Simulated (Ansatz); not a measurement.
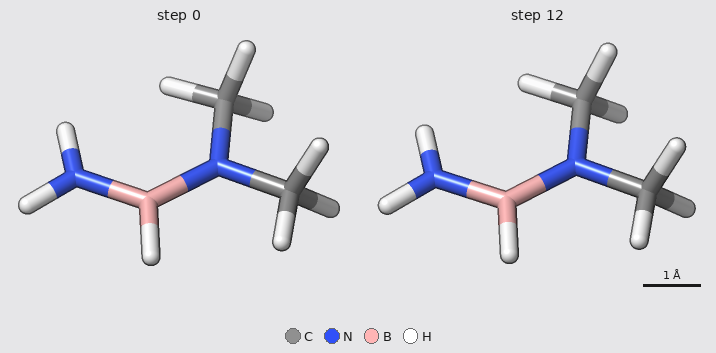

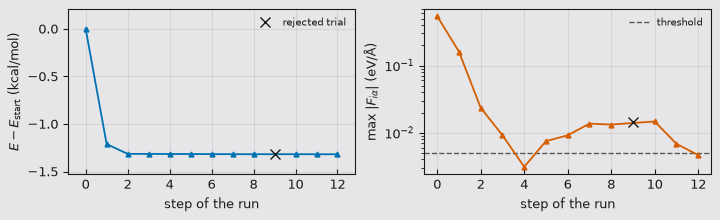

First and last geometry of a relaxation of C₂H₉BN₂, with the history of the run. The picture is a stick view, seen from a free direction.

The start comes from PBE-D4/def2-SVP.

All numbers below come from Ansatz 0.2.0, RKS PBE0-D4/def2-TZVP.

Input file:
```yaml
crystal:
  periodic: [false, false, false]
  atoms:
    - {symbol: C, position_ang: [-0.733430, -0.273335, 1.185686]}
    - {symbol: N, position_ang: [0.213348, -0.217763, 0.094464]}
    - {symbol: C, position_ang: [1.278925, -1.191322, 0.199234]}
    - {symbol: B, position_ang: [0.114130, 0.675968, -1.014589]}
    - {symbol: N, position_ang: [-0.932769, 1.617870, -1.193567]}
    - {symbol: H, position_ang: [-1.483304, 0.537694, 1.111165]}
    - {symbol: H, position_ang: [-1.287492, -1.242359, 1.214825]}
    - {symbol: H, position_ang: [-0.226136, -0.162294, 2.173138]}
    - {symbol: H, position_ang: [1.968510, -1.090937, -0.659587]}
    - {symbol: H, position_ang: [1.869985, -1.059929, 1.137313]}
    - {symbol: H, position_ang: [0.889092, -2.237812, 0.208578]}
    - {symbol: H, position_ang: [0.989984, 0.627475, -1.863372]}
    - {symbol: H, position_ang: [-1.729459, 1.742213, -0.570458]}
    - {symbol: H, position_ang: [-0.944385, 2.245131, -1.993930]}
basis:
  gaussian: {orbitals: def2-TZVP}
hamiltonian: {xc: pbe0, dispersion: d4}
relax: {f_tol: 0.005, max_steps: 150}
```

> Read the history and describe the run.

It converged. The energy falls by 1.32 kcal/mol in 11 accepted moves (12 points after the start). The largest force component goes from 0.54 to 0.0046 eV/Å. The line search rejected the trial step at point 9 of the run. The forces were under the threshold at step 4, but the run went on from there. H6 moves most after the best rigid fit: 0.093 Å. Largest moves by element: H 0.093 Å, N 0.030 Å, C 0.015 Å, B 0.012 Å. Near-neighbour distances that change, for instance: B4–H12 1.221 → 1.200 Å, C1–H7 1.117 → 1.098 Å, C1–H6 1.107 → 1.090 Å, N2–B4 1.428 → 1.411 Å. The run took roughly 2.5 core-minutes on a shared host.
